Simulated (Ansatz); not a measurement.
# Tunnelling across a broken Os chain: predicting one gap

**Method.** Ansatz 0.2.0, plane waves with PAW datasets at the program's default cutoffs, Fermi-Dirac smearing of 0.05 eV, chains in boxes 7.5 Å wide or more, moments seeded when the perfect chain is relaxed. PBE, no spin-orbit coupling; one bond is opened by s Å beyond its relaxed length, the other atoms of a straight cell of 12 kept, without spin, and the conductance taken at 300 K.

| run | G (G₀) | largest error term (%) | s | ln G |
| --- | --- | --- | --- | --- |
| +1.2 Å | 1.522 | 2 | 1.2 | 0.4201 |
| +1.8 Å | 0.64 | 1 | 1.8 | −0.4463 |
| +2.5 Å | 0.1942 | 2 | 2.5 | −1.639 |
| +4.2 Å | 0.005741 | 4 | 4.2 | −5.16 |

One run is withheld: run = +3.3 Å, with s = 3.3. Fit a straight line ln G = a + b × s to the 4 rows shown and predict it.

**Fit.** The means are 2.425 for s and −1.706 for ln G. The sum of products of deviations is −9.518 and the sum of squares in s is 5.048, so b = −9.518 / 5.048 = −1.886 and a = −1.706 − (−1.886) × 2.425 = 2.866. The residuals' standard deviation, with 2 degrees of freedom, is σ = 0.22.

**Prediction.** ln G = 2.866 + (−1.886) × 3.3 = −3.356, that is 0.0349 G₀. The run gave 0.0388 G₀ (ln G = −3.249), so the prediction less the run is −0.11. The standard error of a prediction there, σ√(1 + 1/4 + (3.3 − 2.425)²/5.048), is 0.26, and the miss is 0.41 times that, for a point between the fitted rows. With so few rows σ is itself uncertain.

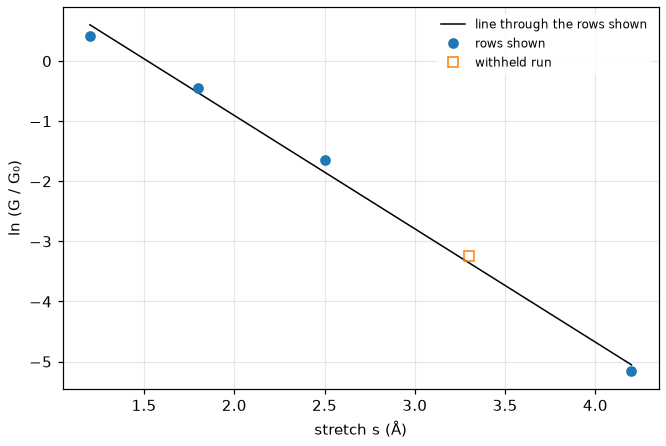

The fitted line, the rows shown and the withheld run.

Caveats: Between neighbouring runs the slope of ln G lies between −2.12 and −1.44 per Å, so one exponential is an approximation; it is flattest at the narrowest gap, nearest to contact. Error terms (up to 4 %, withheld run included) bound how much a small miss can mean. Broken ends may want a moment where none was allowed. No image potential, spin-orbit coupling or relaxation; a bent or dimerised chain may be lower in energy. Series of this kind are told only where this holds: one magnetic state in all runs, error terms under 60 %, and the runs' own leads conduct as the perfect chain does. 36 of 42 did.
